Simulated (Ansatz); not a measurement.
# One shape, several levels: CH7B2FSi (SMILES BCB[SiH2]F)

We compute a comparison of 5 runs (HF/3-21G, HF/def2-SVP, CAM-B3LYP/pcseg-1, PBE/def2-SVP, RPA@wB97X/pc-2) of CH7B2FSi. 

The results are computed with Ansatz 0.2.0.

3 further runs of the same task are left out: 1 that didn't finish, 2 set aside as unsound or not needed.

### Step 1. The structure to begin with

CH7B2FSi: 12 atoms, total charge 0, spin state singlet. As SMILES, `BCB[SiH2]F`. The shape is that of a PBE0-D4/def2-TZVP optimisation. This is one conformer, not always the lowest.

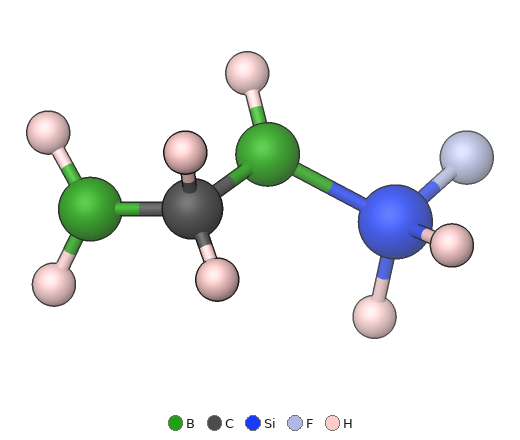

The structure, seen from a chosen angle (boron green, carbon dark grey, silicon blue, fluorine light blue, hydrogen pink).

### Step 2. Energy and forces at HF/3-21G (run 1)

Input file in.yaml:

```yaml
basis:
  gaussian:
    orbitals: 3-21G.json
crystal:
  periodic: [false, false, false]
  atoms:
    - {symbol: B, position_ang: [-0.096800, 1.580400, 1.453500]}
    - {symbol: C, position_ang: [0.294300, 0.130800, 1.074300]}
    - {symbol: B, position_ang: [0.540500, 0.076900, -0.461800]}
    - {symbol: Si, position_ang: [-0.419900, -1.308700, -1.552200]}
    - {symbol: F, position_ang: [-0.070700, -1.264600, -3.120400]}
    - {symbol: H, position_ang: [-1.195800, 1.841100, 1.848600]}
    - {symbol: H, position_ang: [0.699900, 2.462200, 1.316500]}
    - {symbol: H, position_ang: [-0.342600, -0.657200, 1.476800]}
    - {symbol: H, position_ang: [1.338400, 0.021300, 1.425400]}
    - {symbol: H, position_ang: [1.303700, 0.861800, -0.948600]}
    - {symbol: H, position_ang: [-0.080300, -2.673800, -1.059300]}
    - {symbol: H, position_ang: [-1.893800, -1.125500, -1.418800]}
output: {forces: true, orbitals: {seedname: orbitals}}
hamiltonian:
  xc: hf
accuracy: high
```

The basis set 3-21G is read from a file made from the Basis Set Exchange's data (not shown).

Started as:

```
$ ansatz run in.yaml --threads 1 --pin off --max-ram 2610MiB --events-out events.jsonl --progress --plain --runs-dir runs
```

Output, cut to the lines that bear on the results:

```text
Warning: RAYON_NUM_THREADS=1 ignored (pool sized by the plan → 1); use --threads N
Functional definition: HF
  name "HF"
[...]
1533 factors; integrals over basis functions are off by at most 1.6e-8 eV
[...]
mean field -12983.13779679 eV, -477.1215137452 hartree, gradient 2.1e-8 eV, S^2 0.000000; 0 other end points of the search recorded, 0 dependent functions left out
[...]
reference -12983.13779679 eV, -477.1215137452 hartree; 23, 23 occupied and 40, 40 virtual orbitals, 1533 factors
Total energy: -12983.13779679 eV, -477.1215137452 hartree
Atom 0 at    -0.096800     1.580400     1.453500 Å, force    -0.390490     0.715763     0.391475 eV/Å
Atom 1 at     0.294300     0.130800     1.074300 Å, force     0.423898    -0.493929     0.138276 eV/Å
Atom 2 at     0.540500     0.076900    -0.461800 Å, force     0.108235    -0.020502    -0.665757 eV/Å
Atom 3 at    -0.419900    -1.308700    -1.552200 Å, force    -0.507467    -0.334293     1.212715 eV/Å
Atom 4 at    -0.070700    -1.264600    -3.120400 Å, force     0.356467     0.095591    -1.408429 eV/Å
Atom 5 at    -1.195800     1.841100     1.848600 Å, force     0.166635     0.037062    -0.047371 eV/Å
Atom 6 at     0.699900     2.462200     1.316500 Å, force    -0.135915    -0.092936     0.029346 eV/Å
Atom 7 at    -0.342600    -0.657200     1.476800 Å, force     0.192476     0.229326    -0.044231 eV/Å
Atom 8 at     1.338400     0.021300     1.425400 Å, force    -0.198107    -0.180874     0.208449 eV/Å
Atom 9 at     1.303700     0.861800    -0.948600 Å, force    -0.135001    -0.120225     0.085647 eV/Å
Atom 10 at    -0.080300    -2.673800    -1.059300 Å, force     0.053481     0.087890     0.052443 eV/Å
Atom 11 at    -1.893800    -1.125500    -1.418800 Å, force     0.065789     0.077126     0.047438 eV/Å
Dipole moment:     0.072375     0.033467     0.492817 e Å
```

It took 5.4 s on 1 thread of Intel Xeon at 2.50GHz (Skylake/Cascade Lake), shared host.

### Step 3. Energy and gradient at HF/def2-SVP (run 2)

Input file job.yaml:

```yaml
crystal:
  periodic: [false, false, false]
  atoms:
    - {symbol: B, position_ang: [-0.096800, 1.580400, 1.453500]}
    - {symbol: C, position_ang: [0.294300, 0.130800, 1.074300]}
    - {symbol: B, position_ang: [0.540500, 0.076900, -0.461800]}
    - {symbol: Si, position_ang: [-0.419900, -1.308700, -1.552200]}
    - {symbol: F, position_ang: [-0.070700, -1.264600, -3.120400]}
    - {symbol: H, position_ang: [-1.195800, 1.841100, 1.848600]}
    - {symbol: H, position_ang: [0.699900, 2.462200, 1.316500]}
    - {symbol: H, position_ang: [-0.342600, -0.657200, 1.476800]}
    - {symbol: H, position_ang: [1.338400, 0.021300, 1.425400]}
    - {symbol: H, position_ang: [1.303700, 0.861800, -0.948600]}
    - {symbol: H, position_ang: [-0.080300, -2.673800, -1.059300]}
    - {symbol: H, position_ang: [-1.893800, -1.125500, -1.418800]}
basis:
  gaussian: {orbitals: def2-SVP}
hamiltonian: {xc: hf}
accuracy: high
output: {forces: true, orbitals: {seedname: orbitals}}
```

Started as:

```
$ ansatz run job.yaml --threads 1 --pin off --max-ram 2610MiB --events-out events.jsonl --progress --plain --runs-dir runs
```

Output, cut to the lines that bear on the results:

```text
Warning: RAYON_NUM_THREADS=1 ignored (pool sized by the plan → 1); use --threads N
Functional definition: HF
  name "HF"
[...]
2557 factors; integrals over basis functions are off by at most 9.8e-9 eV
[...]
mean field -13046.86250148 eV, -479.4633534485 hartree, gradient 7.5e-9 eV, S^2 0.000000; 0 other end points of the search recorded, 0 dependent functions left out
[...]
reference -13046.86250148 eV, -479.4633534485 hartree; 23, 23 occupied and 86, 86 virtual orbitals, 2557 factors
Total energy: -13046.86250148 eV, -479.4633534485 hartree
Atom 0 at    -0.096800     1.580400     1.453500 Å, force    -0.216169     0.333373     0.236464 eV/Å
Atom 1 at     0.294300     0.130800     1.074300 Å, force     0.396950    -0.238458     0.212119 eV/Å
Atom 2 at     0.540500     0.076900    -0.461800 Å, force     0.111381     0.026992    -0.364434 eV/Å
Atom 3 at    -0.419900    -1.308700    -1.552200 Å, force    -0.431869    -0.458342     0.356244 eV/Å
Atom 4 at    -0.070700    -1.264600    -3.120400 Å, force     0.122216     0.040823    -0.457702 eV/Å
Atom 5 at    -1.195800     1.841100     1.848600 Å, force    -0.096869     0.092665     0.049121 eV/Å
Atom 6 at     0.699900     2.462200     1.316500 Å, force     0.041292     0.102408     0.009284 eV/Å
Atom 7 at    -0.342600    -0.657200     1.476800 Å, force     0.027860     0.041933     0.015294 eV/Å
Atom 8 at     1.338400     0.021300     1.425400 Å, force    -0.131131    -0.118742     0.092378 eV/Å
Atom 9 at     1.303700     0.861800    -0.948600 Å, force     0.050995     0.056643    -0.028234 eV/Å
Atom 10 at    -0.080300    -2.673800    -1.059300 Å, force    -0.017802     0.125503    -0.075133 eV/Å
Atom 11 at    -1.893800    -1.125500    -1.418800 Å, force     0.143146    -0.004798    -0.045402 eV/Å
Dipole moment:     0.082615     0.031615     0.457568 e Å
```

Run time: 22 s. Hardware: 1 thread of Intel Xeon at 2.50GHz (Skylake/Cascade Lake), shared host; peak memory 0.36 GiB.

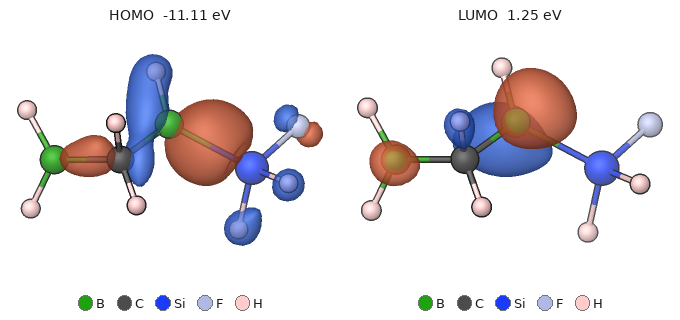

Frontier orbitals of this run, surfaces at ±0.2 Å^-3/2.

Runs 3 to 4 aren't shown in full; the table further down has their settings and results.

### Step 4. A single-point energy at RPA@wB97X/pc-2 (run 5)

Input file run.yaml:

```yaml
crystal:
  periodic: [false, false, false]
  atoms:
    - {symbol: B, position_ang: [-0.096800, 1.580400, 1.453500]}
    - {symbol: C, position_ang: [0.294300, 0.130800, 1.074300]}
    - {symbol: B, position_ang: [0.540500, 0.076900, -0.461800]}
    - {symbol: Si, position_ang: [-0.419900, -1.308700, -1.552200]}
    - {symbol: F, position_ang: [-0.070700, -1.264600, -3.120400]}
    - {symbol: H, position_ang: [-1.195800, 1.841100, 1.848600]}
    - {symbol: H, position_ang: [0.699900, 2.462200, 1.316500]}
    - {symbol: H, position_ang: [-0.342600, -0.657200, 1.476800]}
    - {symbol: H, position_ang: [1.338400, 0.021300, 1.425400]}
    - {symbol: H, position_ang: [1.303700, 0.861800, -0.948600]}
    - {symbol: H, position_ang: [-0.080300, -2.673800, -1.059300]}
    - {symbol: H, position_ang: [-1.893800, -1.125500, -1.418800]}
basis:
  gaussian: {orbitals: pc-2.json}
hamiltonian: {xc: {name: wB97X}}
correlation: {method: rpa, frozen_orbitals: {B: 1, C: 1, F: 1, H: 0, Si: 5}}
```

The basis set pc-2 is read from a file made from the Basis Set Exchange's data (not shown).

Started as:

```
$ ansatz run run.yaml --threads 1 --pin off --max-ram 2610MiB --events-out events.jsonl --progress --plain --runs-dir runs
```

Output, cut to the lines that bear on the results:

```text
Warning: RAYON_NUM_THREADS=1 ignored (pool sized by the plan → 1); use --threads N
Functional definition: wB97X
  name "wB97X"
[...]
      + exact_x_lr(omega)
[...]
      + integral(e_c_pw_opposite_spin*poly(b97_u_opposite, 1, cos1, cos2, cos3, cos4))
1510 factors; integrals over basis functions are off by at most 1.7e-3 eV
346 factors; integrals over basis functions are off by at most 9.0e-6 eV
[...]
mean field -13099.97385779 eV, -481.4151597925 hartree, gradient 8.6e-6 eV, S^2 0.000000; 0 other end points of the search recorded, 0 dependent functions left out
9 core orbitals not correlated: weight in the atoms' cores, before any rotation towards them, 1.000 or more for the frozen orbitals, at most 0.000 for the correlated occupied ones
reference -13055.12662656 eV, -479.7670544434 hartree; 14, 14 occupied and 229, 229 virtual orbitals, 1510 factors
Total energy: -13083.15349419 eV, -480.7970228314 hartree
```

It took 71 s on 1 thread of Intel Xeon at 2.50GHz (Skylake/Cascade Lake), shared host; peak memory 0.78 GiB.

### Step 5. The series

```tsv
run	level	task	accuracy	energy (Eh)	dipole moment (D)	HOMO energy (eV)	LUMO energy (eV)	wall time
1	HF/3-21G	gradient	high	-477.121514	2.40	-11.07	1.38	5.4 s
2	HF/def2-SVP	gradient	high	-479.463353	2.24	-11.11	1.25	22 s
3	CAM-B3LYP/pcseg-1	gradient	high	-481.230998	2.18	-9.47	-1.24	38 s
4	PBE/def2-SVP	gradient	high	-480.712038	1.90	-6.75	-3.26	27 s
5	RPA@wB97X/pc-2	energy	medium	-480.797023	–	–	–	71 s
```

### Step 6. What came out

| quantity | value |
| --- | --- |
| run 5: total energy | -480.79702 Eh |
| run 5: RPA correlation energy (valence) | -1030.0 mEh |

What this shows: Over runs 1, 2, 3, 4 the dipole moment (its size) runs from 1.90 D (PBE/def2-SVP) to 2.40 D (HF/3-21G). The two ends differ in method and basis. Over runs 1, 2, 3, 4 the HOMO–LUMO gap runs from 3.49 eV (PBE/def2-SVP) to 12.44 eV (HF/3-21G). Totals of different functionals can't be ranked against each other. All runs together took 2.7 min, the longest 71 s.
